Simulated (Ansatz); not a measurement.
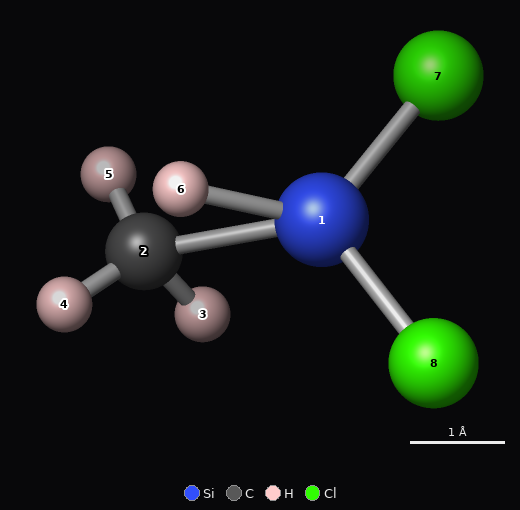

The structure as given in the input (ball-and-stick view, seen at a tilt; atoms are numbered from 1 in the order of the input). Bond lengths as drawn: Cl–Si 2.13 Å, C–H 1.11 Å, C–Si 2.07 Å and H–Si 1.66 Å.

## Run report: CH₄Cl₂Si, geometry relaxation

The run: geometry relaxation of CH₄Cl₂Si. Method and program: RKS PBE0-D4/6-31G* (Ansatz 0.2.0).

The input holds or restrains some coordinates. It belongs to a series of runs on one base structure; here: pulled along the bonds that form and break, towards end B. Figures and captions count atoms from 1; the log counts them from 0 in places.

## Input
```yaml
crystal:
  periodic: [false, false, false]
  atoms:
    - { symbol: Si, position_ang: [0.0, 0.0, 0.0] }
    - { symbol: C, position_ang: [1.1598, 0.0, 1.7145] }
    - { symbol: H, position_ang: [0.1602, -0.3092, 2.085] }
    - { symbol: H, position_ang: [1.9274, -0.7111, 2.085] }
    - { symbol: H, position_ang: [1.3918, 1.0203, 2.085] }
    - { symbol: H, position_ang: [1.6388, 0.0, 0.265] }
    - { symbol: Cl, position_ang: [-1.0032, 1.7381, -0.7093] }
    - { symbol: Cl, position_ang: [-1.0032, -1.7381, -0.7093] }
basis:
  gaussian: { orbitals: "6-31G*" }
hamiltonian:
  xc: pbe0
  dispersion: d4
relax:
  f_tol: 0.15
  max_steps: 25
  restrain:
    - { distance: [1, 5], at: 1.11, k: 30.0 }
    - { distance: [0, 1], at: 3.07, k: 30.0 }
    - { distance: [0, 5], at: 2.66, k: 30.0 }
output:
  orbitals: {}
```

Hardware: 1 thread of Arm Neoverse V1, 24 GiB of memory available, shared host.

Launched with:
```bash
ansatz run input.yaml --threads 1 --pin off --max-ram 2048MiB --backend cpu --events-out ev --progress --plain --runs-dir out
```

## Log
```
The last accepted step is kept in [file] (removed where the run ends without a failure and the disk answers)
Engine: ansatz 0.2.0, aarch64-unknown-linux-gnu
Functional definition: PBE0
  parameter a = 0.25
  parameter kappa = 0.804
  parameter beta = 0.06672455060314922
  exchange = (1 - a)*pbe_x(kappa = kappa, mu = beta*pi^2/3) + a*exact_x
  correlation = pbe_c(beta = beta)
848 factors; integrals over basis functions are off by at most 7.8e-4 eV
mean field evaluation 1: about -34004.0684 eV, gradient 4.0e1 eV
mean field evaluation 2: about -33998.1146 eV, gradient 5.8e1 eV
mean field evaluation 4: about -34008.3207 eV, gradient 3.4e0 eV
mean field evaluation 8: about -34008.3800 eV, gradient 2.6e-1 eV
mean field evaluation 16: about -34008.3803 eV, gradient 5.7e-5 eV
mean field -34008.38028849 eV, -1249.7849238938 hartree, gradient 5.7e-5 eV, S^2 0.000000; 0 other end points of the search recorded, 0 dependent functions left out
the calculation of the forces begins
reference -34008.38031048 eV, -1249.7849247019 hartree; 29, 29 occupied and 51, 51 virtual orbitals, 848 factors
relax step   1: F+E_penalty+E_count = -34008.54885126 eV  Δ(F+E_penalty+E_count) = +0.000e0 eV  max|allowed force component| = 3.599e0 eV/Å  E_restraint = 32.60248092 eV  max|allowed force component, restraints' pulls added| = 4.282e1 eV/Å  Δτ_max = 0.0000 Å  (28 SCF iters, accepted)
  distance C 1 - H 5 = 1.5266 Å
  distance Si 0 - C 1 = 2.0699 Å
  distance Si 0 - H 5 = 1.6601 Å
these checks for a lower state are left out or cut short: starts, cluster_reference, orbital_swaps, neighbouring_geometries, increment
848 factors; integrals over basis functions are off by at most 6.7e-4 eV
mean field -34007.37121186 eV, -1249.7478410117 hartree, gradient 1.4e-5 eV, S^2 0.000000; 0 other end points of the search recorded, 0 dependent functions left out
[... from here on the field's lines of each further geometry are left out, up to the last ...]
relax step   2: F+E_penalty+E_count = -34007.55220537 eV  Δ(F+E_penalty+E_count) = +9.966e-1 eV  max|allowed force component| = 5.446e0 eV/Å  E_restraint = 18.78190658 eV  max|allowed force component, restraints' pulls added| = 2.895e1 eV/Å  Δτ_max = 0.1949 Å  (38 SCF iters, accepted)
relax step   3: F+E_penalty+E_count = -34008.47076701 eV  Δ(F+E_penalty+E_count) = -9.186e-1 eV  max|allowed force component| = 4.505e0 eV/Å  E_restraint = 8.52655055 eV  max|allowed force component, restraints' pulls added| = 1.945e1 eV/Å  Δτ_max = 0.1949 Å  (41 SCF iters, accepted)
relax step   4: F+E_penalty+E_count = -34009.33899527 eV  Δ(F+E_penalty+E_count) = -8.682e-1 eV  max|allowed force component| = 4.278e0 eV/Å  E_restraint = 1.60239211 eV  max|allowed force component, restraints' pulls added| = 8.348e0 eV/Å  Δτ_max = 0.1949 Å  (29 SCF iters, accepted)
relax step   5: F+E_penalty+E_count = -34010.95393347 eV  Δ(F+E_penalty+E_count) = -1.615e0 eV  max|allowed force component| = 3.547e0 eV/Å  E_restraint = 0.02396227 eV  max|allowed force component, restraints' pulls added| = 2.606e0 eV/Å  Δτ_max = 0.1946 Å  (28 SCF iters, accepted)
relax step   6: F+E_penalty+E_count = -34011.91138565 eV  Δ(F+E_penalty+E_count) = -9.575e-1 eV  max|allowed force component| = 1.631e0 eV/Å  E_restraint = 0.02817199 eV  max|allowed force component, restraints' pulls added| = 2.637e0 eV/Å  Δτ_max = 0.1948 Å  (30 SCF iters, accepted)
relax step   7: F+E_penalty+E_count = -34012.31854720 eV  Δ(F+E_penalty+E_count) = -4.072e-1 eV  max|allowed force component| = 7.712e-1 eV/Å  E_restraint = 0.08217572 eV  max|allowed force component, restraints' pulls added| = 2.158e0 eV/Å  Δτ_max = 0.1852 Å  (28 SCF iters, accepted)
relax step   8: F+E_penalty+E_count = -34012.52060539 eV  Δ(F+E_penalty+E_count) = -2.021e-1 eV  max|allowed force component| = 9.155e-1 eV/Å  E_restraint = 0.03871999 eV  max|allowed force component, restraints' pulls added| = 2.201e0 eV/Å  Δτ_max = 0.1949 Å  (28 SCF iters, accepted)
relax step   9: F+E_penalty+E_count = -34012.58006343 eV  Δ(F+E_penalty+E_count) = -5.946e-2 eV  max|allowed force component| = 7.294e-1 eV/Å  E_restraint = 0.00452959 eV  max|allowed force component, restraints' pulls added| = 3.979e-1 eV/Å  Δτ_max = 0.0867 Å  (27 SCF iters, accepted)
relax step  10: F+E_penalty+E_count = -34012.60540869 eV  Δ(F+E_penalty+E_count) = -2.535e-2 eV  max|allowed force component| = 6.238e-1 eV/Å  E_restraint = 0.00495382 eV  max|allowed force component, restraints' pulls added| = 7.916e-1 eV/Å  Δτ_max = 0.1653 Å  (26 SCF iters, accepted)
relax step  11: F+E_penalty+E_count = -34012.63369238 eV  Δ(F+E_penalty+E_count) = -2.828e-2 eV  max|allowed force component| = 3.063e-1 eV/Å  E_restraint = 0.00325842 eV  max|allowed force component, restraints' pulls added| = 4.224e-1 eV/Å  Δτ_max = 0.1049 Å  (26 SCF iters, accepted)
relax step  12: F+E_penalty+E_count = -34012.64896194 eV  Δ(F+E_penalty+E_count) = -1.527e-2 eV  max|allowed force component| = 3.276e-1 eV/Å  E_restraint = 0.00106807 eV  max|allowed force component, restraints' pulls added| = 2.073e-1 eV/Å  Δτ_max = 0.1963 Å  (27 SCF iters, accepted)
the calculation of the forces begins
reference -34012.48224483 eV, -1249.9356680089 hartree; 29, 29 occupied and 51, 51 virtual orbitals, 848 factors
relax step  13: F+E_penalty+E_count = -34012.65372297 eV  Δ(F+E_penalty+E_count) = -4.761e-3 eV  max|allowed force component| = 2.180e-1 eV/Å  E_restraint = 0.00145930 eV  max|allowed force component, restraints' pulls added| = 2.166e-2 eV/Å  Δτ_max = 0.0692 Å  (27 SCF iters, accepted)
  distance C 1 - H 5 = 1.1024 Å
  distance Si 0 - C 1 = 3.0761 Å
  distance Si 0 - H 5 = 2.6614 Å
```

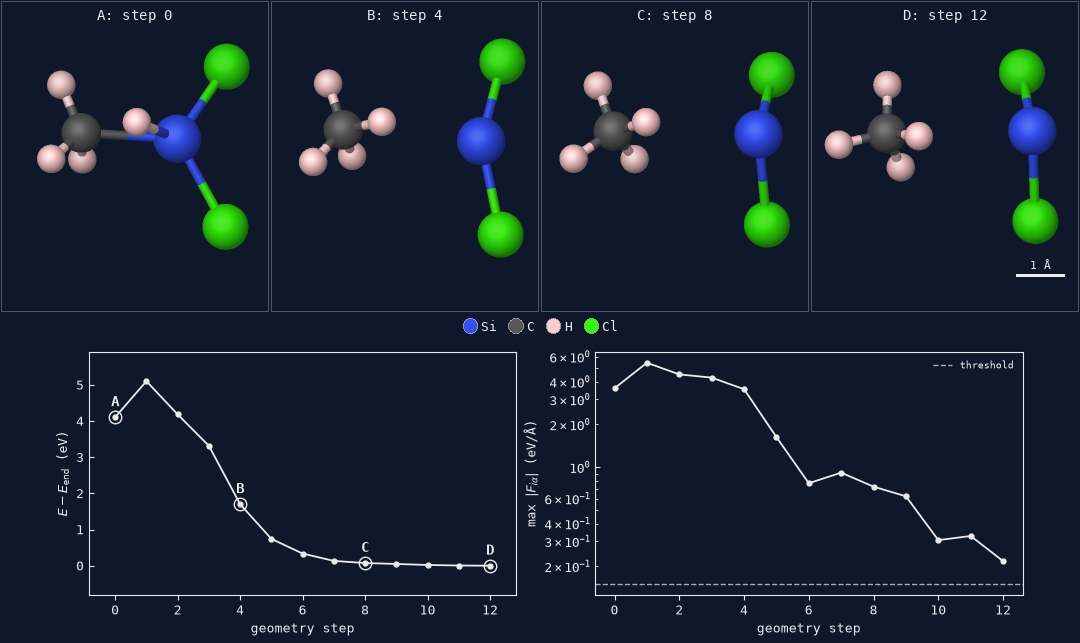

Frames of the restrained relaxation (ball-and-stick view, seen at a tilt) above the curves, on which the letters mark them (the first geometry is step 0 here and step 1 in the log).

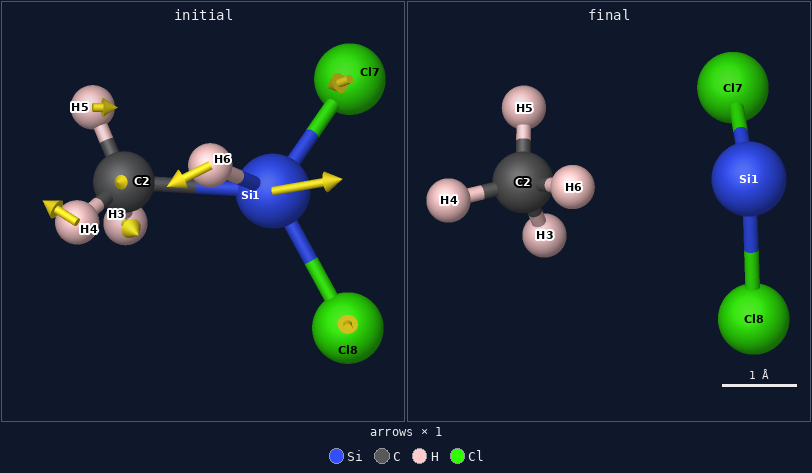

Before (left) and after (right) the restrained relaxation, at one scale (ball-and-stick view, seen at a tilt). The yellow arrows give the displacements, at true length. Si1 moves most after the best rigid fit: 1.01 Å. By element the largest moves are Si 1.01 Å, H 0.67 Å, Cl 0.45 Å, C 0.20 Å. Distances before and after: Si1–C2 2.070 → 3.076 Å, Si1–H6 1.660 → 2.661 Å, C2–H6 1.527 → 1.102 Å, Si1–Cl7 2.128 → 2.095 Å. New bonds form: C2–H6 (1.53 → 1.10 Å). Bonds break: Si1–C2 (2.07 → 3.08 Å), Si1–H6 (1.66 → 2.66 Å). Among the angles that change: Cl7–Si1–Cl8 109.5° → 101.3°. Over 12 geometry steps the energy falls by 4.105 eV. The largest force component goes from 3.6 to 0.22 eV/Å. (Atoms are counted from 1 in the order of the input.)

```
848 factors; integrals over basis functions are off by at most 4.2e-4 eV
mean field -34012.48222303 eV, -1249.9356672077 hartree, gradient 7.9e-6 eV, S^2 0.000000; 1 other end points of the search recorded, 0 dependent functions left out
the calculation of the forces begins
reference -34012.48224483 eV, -1249.9356680089 hartree; 29, 29 occupied and 51, 51 virtual orbitals, 848 factors
Total energy: -34012.65374477 eV, -1249.9419705155 hartree
Atom 0 at    -0.059506     0.103065    -0.998295 Å, force    -0.111422     0.003747    -0.196092 eV/Å
Atom 1 at     1.360911    -0.042034     1.726364 Å, force     0.190812    -0.048721    -0.011674 eV/Å
Atom 2 at     0.407077    -0.570884     1.799707 Å, force    -0.002022    -0.002859    -0.002850 eV/Å
Atom 3 at     1.998915    -0.366923     2.553516 Å, force     0.005703     0.005414    -0.004353 eV/Å
Atom 4 at     1.199826     1.036119     1.794599 Å, force    -0.005514    -0.004884    -0.009839 eV/Å
Atom 5 at     1.877938    -0.287173     0.784120 Å, force    -0.081423     0.035948     0.218043 eV/Å
Atom 6 at    -1.229025     1.677337    -0.260795 Å, force    -0.000164     0.009251     0.011280 eV/Å
Atom 7 at    -1.284535    -1.549507    -0.583315 Å, force     0.004030     0.002104    -0.004515 eV/Å
Dipole moment:     0.348289     0.003847     0.025954 e Å
```

## Trajectory as extended XYZ (Å, eV, eV/Å), 13 frames, from step=1 to step=13
```
8
Properties=species:S:1:pos:R:3:forces:R:3 step=1 energy=-34008.54885
Si    0.0000    0.0000    0.0000    3.5991   0.1565  -2.1926
C     1.1598    0.0000    1.7145   -3.4736   0.4283   2.9270
H     0.1602   -0.3092    2.0850    1.0517  -0.0149   2.1870
H     1.9274   -0.7111    2.0850   -0.4624  -0.0079  -1.2214
H     1.3918    1.0203    2.0850   -0.4451  -0.4629  -0.3977
H     1.6388    0.0000    0.2650   -1.4361  -0.0974  -3.4091
Cl   -1.0032    1.7381   -0.7093    0.6198  -1.0374   1.0276
Cl   -1.0032   -1.7381   -0.7093    0.5466   1.0358   1.0792
8
Properties=species:S:1:pos:R:3:forces:R:3 step=2 energy=-34007.55220
Si   -0.1513    0.0007   -0.1229    5.4458  -0.0231  -0.7486
C     1.2104    0.0020    1.7548   -3.6948   0.5819   0.7211
H     0.1735   -0.3078    2.0967    1.4591   0.1419   0.8945
H     1.9332   -0.7168    2.0825    0.4287  -0.7296  -0.3588
H     1.3926    1.0224    2.0860   -0.0440   0.0325  -0.0846
H     1.7272   -0.0006    0.3348   -2.7407  -0.0175  -1.5952
Cl   -1.0067    1.7417   -0.7081   -0.3908   0.3449   0.5735
Cl   -1.0071   -1.7415   -0.7078   -0.4634  -0.3311   0.5981
8
Properties=species:S:1:pos:R:3:forces:R:3 step=3 energy=-34008.47077
Si   -0.2908   -0.0003   -0.2589    2.9755   0.1219  -0.4605
C     1.2782    0.0063    1.7775    0.3891   0.1415  -2.8979
H     0.1911   -0.3047    2.0932    1.9237   0.2528  -1.5175
H     1.9436   -0.7269    2.0852    1.5835  -1.1584   2.0584
H     1.3961    1.0257    2.0870    0.6391   0.5377   0.6030
H     1.7860   -0.0001    0.4437   -2.1995   0.0844   4.5053
Cl   -1.0157    1.7525   -0.7060   -2.6820   3.6184  -1.1704
Cl   -1.0168   -1.7525   -0.7057   -2.6293  -3.5984  -1.1203
8
Properties=species:S:1:pos:R:3:forces:R:3 step=4 energy=-34009.33899
Si   -0.4360    0.0009   -0.3889    4.2784   0.0710   0.7686
C     1.3892    0.0065    1.7658   -2.8794   0.9301  -3.0703
H     0.2203   -0.3003    2.0554    3.0171   0.4235  -1.6173
H     1.9702   -0.7417    2.1245    2.2612  -1.8696   2.6284
H     1.4094    1.0316    2.0963    0.9207   0.3089   0.7168
H     1.8313    0.0020    0.6186   -2.1736   0.0979   2.8276
Cl   -1.0567    1.8037   -0.7285   -2.7406   3.9054  -1.1469
Cl   -1.0561   -1.8028   -0.7273   -2.6839  -3.8673  -1.1070
8
Properties=species:S:1:pos:R:3:forces:R:3 step=5 energy=-34010.95393
Si   -0.4685    0.0032   -0.5808    3.5468   0.0101  -0.1046
C     1.4153    0.0169    1.7943   -0.0104  -1.0006  -0.4776
H     0.3575   -0.2834    2.0155    0.6727  -0.0854  -1.0418
H     2.0289   -0.7893    2.2238    0.1718   0.8167   1.0062
H     1.4421    1.0430    2.1345    0.8759   0.1700   0.7234
H     1.8221    0.0057    0.7544   -1.2722   0.0632   0.4693
Cl   -1.1647    1.8799   -0.7644   -2.0069   1.9000  -0.2930
Cl   -1.1611   -1.8761   -0.7615   -1.9777  -1.8740  -0.2819
8
Properties=species:S:1:pos:R:3:forces:R:3 step=6 energy=-34011.91139
Si   -0.3468    0.0036   -0.7329    1.6311   0.0030  -0.6734
C     1.4282    0.0048    1.8229    0.4512   0.1945  -0.7502
H     0.3882   -0.2971    1.9682   -0.1181  -0.2036  -0.5827
H     2.0416   -0.7525    2.2905    0.3223   0.1500   0.9767
H     1.4907    1.0340    2.1839    0.4805  -0.1933   0.4422
H     1.8466    0.0026    0.7929   -0.9470   0.0380   0.3103
Cl   -1.2900    1.8795   -0.7566   -0.9152  -0.0990   0.1396
Cl   -1.2869   -1.8750   -0.7530   -0.9048   0.1105   0.1375
8
Properties=species:S:1:pos:R:3:forces:R:3 step=7 energy=-34012.31855
Si   -0.2189    0.0423   -0.8611    0.2412  -0.0563  -0.4987
C     1.4246   -0.0137    1.8048    0.2682   0.2649  -0.4899
H     0.3811   -0.3404    1.8633    0.0137  -0.1700  -0.4684
H     2.0215   -0.7479    2.3330    0.1528   0.1357   0.7712
H     1.4455    1.0132    2.1850    0.3696  -0.2483   0.3308
H     1.9028   -0.0029    0.8075   -0.7320   0.0161   0.0896
Cl   -1.3750    1.8330   -0.7188   -0.1608  -0.7102   0.1710
Cl   -1.3099   -1.7837   -0.5978   -0.1527   0.7680   0.0943
8
Properties=species:S:1:pos:R:3:forces:R:3 step=8 energy=-34012.52060
Si   -0.0921    0.0352   -0.9145   -0.9155  -0.0880  -0.1854
C     1.4373   -0.0087    1.7973    0.2351  -0.0410  -0.7551
H     0.3871   -0.3463    1.7852    0.2786  -0.0453  -0.3653
H     2.0000   -0.7351    2.3781    0.0710   0.1160   0.5150
H     1.4388    1.0034    2.2023    0.2666  -0.0409   0.2527
H     1.9653    0.0082    0.8079   -0.7934   0.0124   0.5683
Cl   -1.4513    1.6644   -0.6717    0.4062  -0.4190   0.0184
Cl   -1.4135   -1.6213   -0.5686    0.4514   0.5058  -0.0486
8
Properties=species:S:1:pos:R:3:forces:R:3 step=9 energy=-34012.58006
Si   -0.0856    0.0397   -0.8996   -0.7294  -0.0531  -0.2580
C     1.4376   -0.0157    1.7779    0.1591  -0.1225   0.0605
H     0.4064   -0.3931    1.7148    0.1688  -0.0517  -0.0867
H     2.0014   -0.6863    2.4415   -0.1557   0.2525   0.0645
H     1.4003    1.0092    2.1559    0.1262  -0.0741   0.1127
H     1.9599   -0.0198    0.8113   -0.2090  -0.0124   0.1077
Cl   -1.4329    1.6541   -0.6272    0.3014  -0.2135   0.0237
Cl   -1.4154   -1.5881   -0.5588    0.3385   0.2748  -0.0245
8
Properties=species:S:1:pos:R:3:forces:R:3 step=10 energy=-34012.60541
Si   -0.0890    0.0742   -0.9202   -0.4999   0.0058  -0.2240
C     1.4231   -0.0393    1.7591    0.2344  -0.0684   0.6238
H     0.4384   -0.5293    1.7099    0.1907   0.0505   0.0780
H     2.0343   -0.5620    2.5351   -0.4350   0.3875  -0.5209
H     1.2937    1.0221    2.0301    0.0548  -0.3537  -0.0626
H     1.9418   -0.1099    0.7972    0.0600  -0.0288   0.1152
Cl   -1.3866    1.7021   -0.5548    0.2020  -0.2014   0.0161
Cl   -1.3842   -1.5579   -0.5405    0.1930   0.2085  -0.0257
8
Properties=species:S:1:pos:R:3:forces:R:3 step=11 energy=-34012.63369
Si   -0.0794    0.0825   -0.9473   -0.3063  -0.0176  -0.2198
C     1.4017   -0.0415    1.7469    0.1877  -0.0473   0.2803
H     0.4322   -0.5534    1.7311    0.0729   0.0161   0.0378
H     2.0177   -0.4983    2.5404   -0.1846   0.1535  -0.2284
H     1.2558    1.0241    1.9581    0.0189  -0.1240  -0.0266
H     1.9252   -0.1615    0.7897    0.0063  -0.0067   0.1504
Cl   -1.3333    1.7008   -0.4644    0.1009  -0.0977   0.0248
Cl   -1.3484   -1.5526   -0.5386    0.1043   0.1237  -0.0186
8
Properties=species:S:1:pos:R:3:forces:R:3 step=12 energy=-34012.64896
Si   -0.0625    0.0762   -0.9942   -0.2031   0.1185  -0.1531
C     1.3682   -0.0332    1.7271    0.2237  -0.0385  -0.1423
H     0.4078   -0.5541    1.7479   -0.0384   0.0161   0.0186
H     1.9787   -0.4203    2.5457    0.0600  -0.0181   0.0325
H     1.2220    1.0419    1.8599   -0.0225  -0.0425  -0.0428
H     1.9016   -0.2302    0.7786   -0.1195   0.0713   0.3276
Cl   -1.2391    1.6748   -0.2941    0.0947  -0.0838  -0.0311
Cl   -1.3052   -1.5551   -0.5550    0.0051  -0.0229  -0.0094
8
Properties=species:S:1:pos:R:3:forces:R:3 step=13 energy=-34012.65372
Si   -0.0595    0.1031   -0.9983   -0.1114   0.0037  -0.1961
C     1.3609   -0.0420    1.7264    0.1908  -0.0487  -0.0117
H     0.4071   -0.5709    1.7997   -0.0020  -0.0029  -0.0029
H     1.9989   -0.3669    2.5535    0.0057   0.0054  -0.0044
H     1.1998    1.0361    1.7946   -0.0055  -0.0049  -0.0098
H     1.8779   -0.2872    0.7841   -0.0814   0.0359   0.2180
Cl   -1.2290    1.6773   -0.2608   -0.0002   0.0093   0.0113
Cl   -1.2845   -1.5495   -0.5833    0.0040   0.0021  -0.0045
```

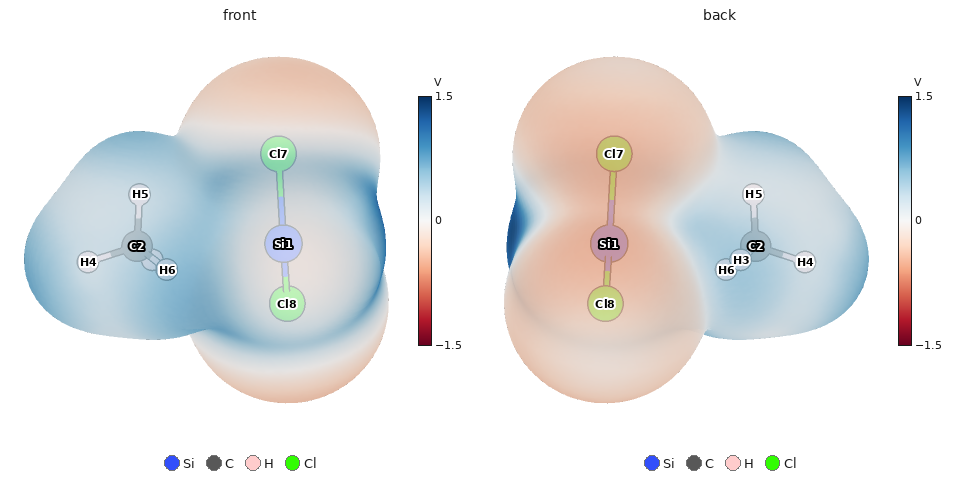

The molecular electrostatic potential painted on the density surface at 0.001 e/bohr³, seen at a tilt and from behind; red is negative and blue positive.

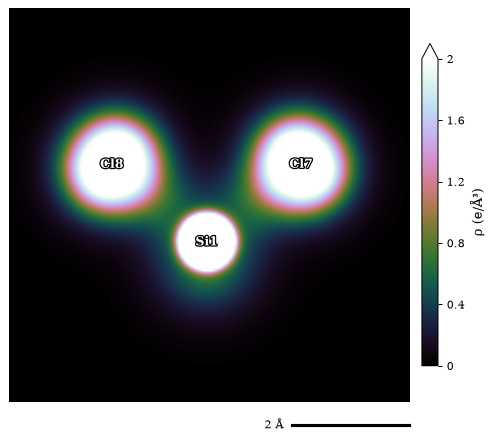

Total electron density on the plane of atoms Cl7, Si1 and Cl8.

## Key numbers

```json
{"quantity": "outcome", "value": "converged under the restraints of the input"}
{"quantity": "total energy", "value": "−34012.6537 eV"}
{"quantity": "mean-field energy", "value": "−34012.4822 eV"}
{"quantity": "largest force (length of the vector) at the end, held atoms and coordinates included", "value": "0.236 eV/Å"}
{"quantity": "wall time", "value": "57 s"}
{"quantity": "peak memory", "value": "0.16 GiB"}
```
